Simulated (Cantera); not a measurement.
A closed system holds: 1 mol CF4, a varied amount of H2, held at 2102 °C and 75.0 Torr.

Cantera equilibrium calculation (NASA polynomials, part measured and part estimated; ideal gas, pure solids and liquids). Candidate condensed phases: C, C6H6, C7H8, C8H18; 95 gas species. Gases not in the tables: C2F6 and larger saturated fluorocarbons. The numbers say what is thermodynamically allowed, not how fast it happens.

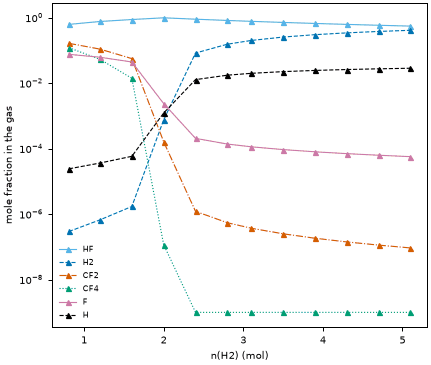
*Equilibrium gas composition (values under 1e-9 drawn at 1e-9)*

Problem. Read off the mole fractions at 2.4 mol H2.

Solution. HF about 0.90, H2 about 0.083, H about 0.013, F about 0.00021, CF2 about 1.2e-6.
